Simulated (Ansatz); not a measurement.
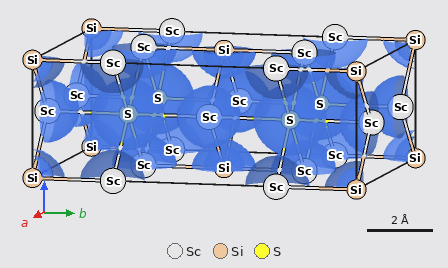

Sc4SiS2. Isosurface of the valence electron density at 0.4 e/Å³ (blue), seen slightly off an axis. Sticks mark near contacts.

Space group Cmmm; a generated structure, not necessarily the stable one.

The calculation used DFT PBE, scalar-relativistic, plane waves, PAW (Ansatz).

Core electrons are frozen (PAW), and the valence fields are smoothed inside the atomic spheres.

> Which contacts does the surface bridge?

At this value the density breaks into separate islands; it holds about 70 % of the electrons treated as valence (semicore included). It bridges none of the near contacts. It is pinched off along the sampled Sc–Si (2.59 Å) and Sc–S (2.61 Å) contacts. On the grid the lowest density along these lines, outside the cores, is 0.32 e/Å³ (Sc–Si, 2.59 Å) and 0.27 e/Å³ (Sc–S, 2.61 Å).

> What Bader charges does the calculation give?

Electrons move from Sc towards Si and S. Bader charges: Sc +1.14 to +1.39, Si −1.83 and S −1.61 e.
